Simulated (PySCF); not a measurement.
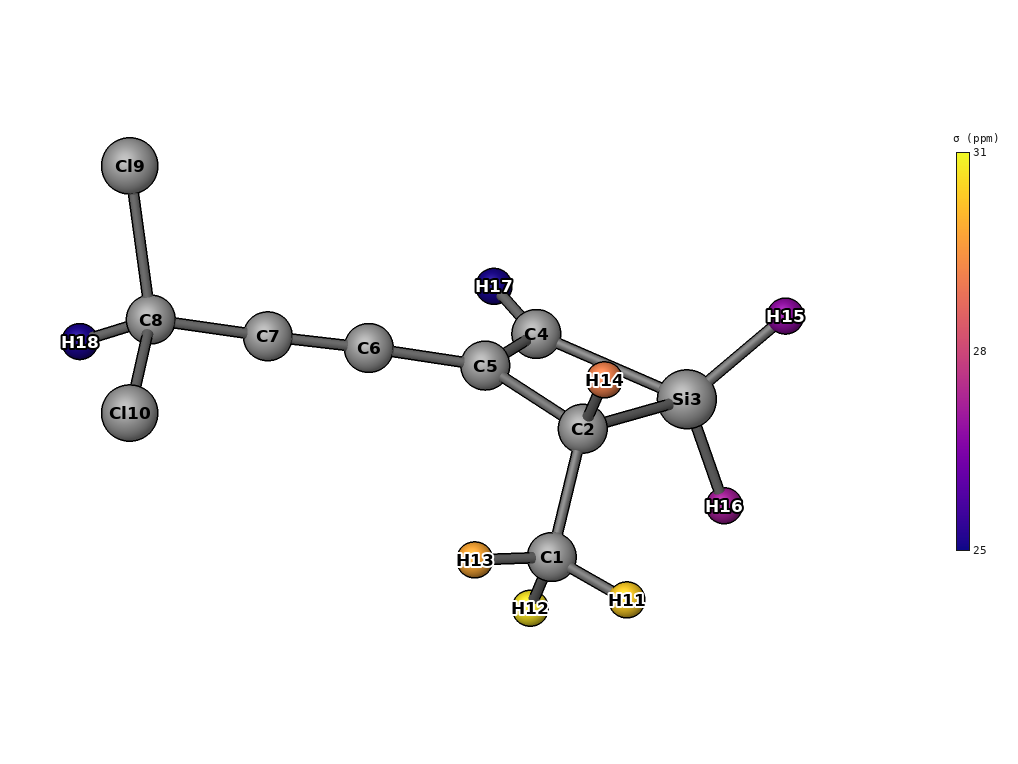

Atoms are coloured by their isotropic NMR shieldings (H only, the others grey). Computed geometry: GFN2-xTB optimisation. No frequency run is at hand to confirm it as a minimum. Method: GIAO PBE0/pcSseg-1 NMR shielding, non-relativistic, gas phase (PySCF 2.14.0).

Q: Which H atom is the most shielded (lowest chemical shift)?

A: H12 (30.72 ppm).

Q: Which H atom is the least shielded (highest chemical shift)?

A: H17 (25.09 ppm).

Q: How wide is the range of H shifts?

A: 5.63 ppm.

Give the isotropic NMR shieldings of the H atoms atom by atom.

```csv
atom,σ (ppm)
H11,30.38
H12,30.72
H13,29.82
H14,29.16
H15,26.81
H16,27.16
H17,25.09
H18,25.12
```

The geometry is semi-empirical. Around Si such bond lengths and angles can be off by a tenth of an ångström or more and by several degrees, and values that hang on the shape move with them.
